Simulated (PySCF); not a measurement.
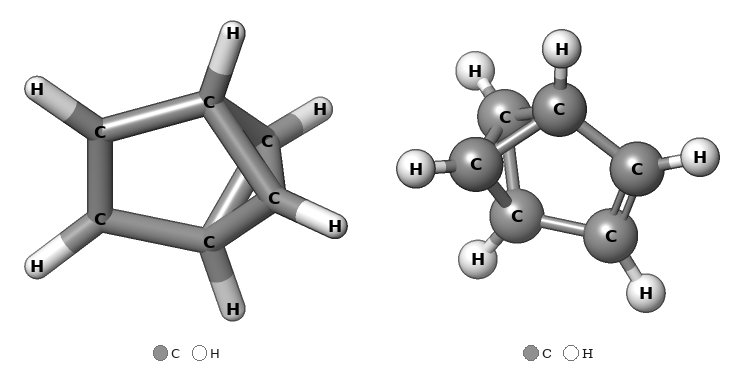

Two views of one molecule.

The geometry was computed by an optimisation with GFN2-xTB. No frequency run is at hand to confirm it as a minimum.

Question: Give the formula.

Answer: C₆H₆, 12 atoms: 6 carbon and 6 hydrogen.

Question: Does it have rings?

Answer: Independent rings (smallest set): 2 of 3 members, 1 of 5 members.

Question: Count the bonded pairs by element.

Answer: 8 C–C, 6 C–H.

Question: Write the SMILES.

Answer: C1=CC2C3C1C23

Question: How many atoms are distinct by symmetry?

Answer: 6: 2 C, 2 C, 2 C, 2 H, 2 H, 2 H.

More results for the same structure follow; atom numbers are the same in all pictures, views and colours differ.

### Excitation

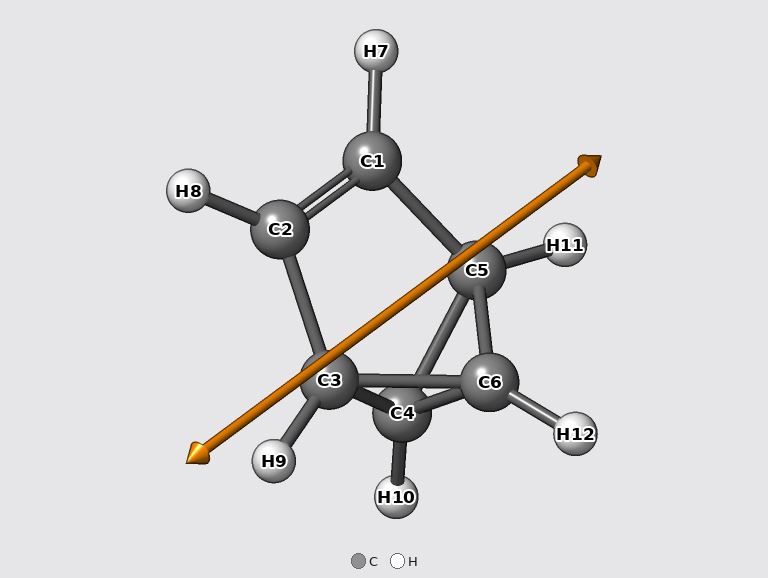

The double arrow shows the direction of the transition dipole to excited singlet state 1 (its length means nothing). No frequency run is at hand to confirm it as a minimum. Level of theory: TDDFT PBE0/def2-SVPD, vertical, gas phase, core orbitals frozen in the response (PySCF 2.14.0).

Question: How is the transition polarised?

Answer: Nearly parallel to the C1–C2 bond.

Question: Where does the transition lie, and how strong is it?

Answer: 5.61 eV (221 nm), oscillator strength 0.052, mainly HOMO → LUMO (weight 0.96); transition dipole 1.56 D.

### NMR shielding

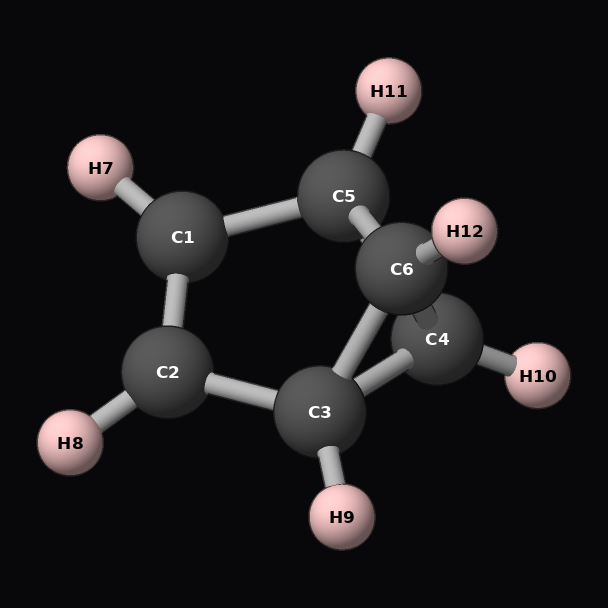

No frequency run is at hand to confirm it as a minimum. Properties computed with GIAO PBE0/pcSseg-1 NMR shielding, non-relativistic, gas phase (PySCF 2.14.0). Principal shieldings σ11 ≤ σ22 ≤ σ33, span Ω = σ33 − σ11, skew κ = 3(σiso − σ22)/Ω.

Question: Which C atom has the most anisotropic shielding?

Answer: C1, C2, with a span of 221 ppm.

Give the shielding tensors of the C atoms.

| atom | σ11 | σ22 | σ33 | σiso | Ω | κ |
| --- | --- | --- | --- | --- | --- | --- |
| C1, C2 | −71.9 | 58.3 | 149.0 | 45.1 | 221.0 | −0.18 |
| C3, C5 | 121.8 | 123.5 | 199.5 | 148.2 | 77.6 | 0.96 |
| C4, C6 | 17.6 | 181.5 | 196.3 | 131.8 | 178.7 | −0.83 |

Shieldings and span in ppm.

### Polarisability

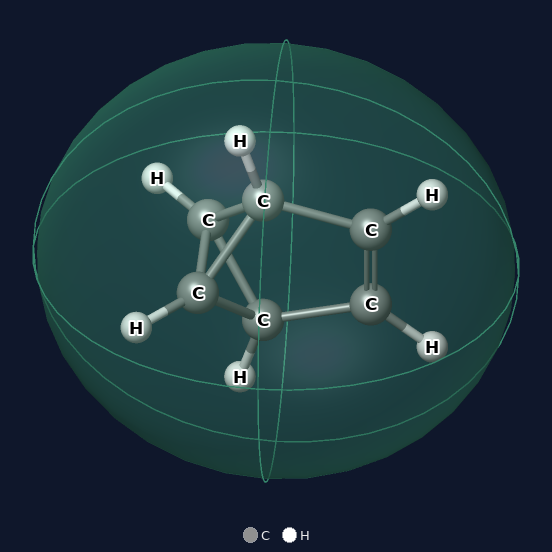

The ellipsoid shows the static dipole polarisability: its half-axes are proportional to the principal values. No frequency run is at hand to confirm it as a minimum. Level of theory: PBE0/def2-SVPD (PySCF 2.14.0).

Question: Give the principal values, the mean and the anisotropy.

Answer: Principal values 50.2, 63.0, 63.4 bohr³; mean 58.9 bohr³ (8.73 Å³); anisotropy 13.0 bohr³, so the longest axis is 1.26 times the shortest.
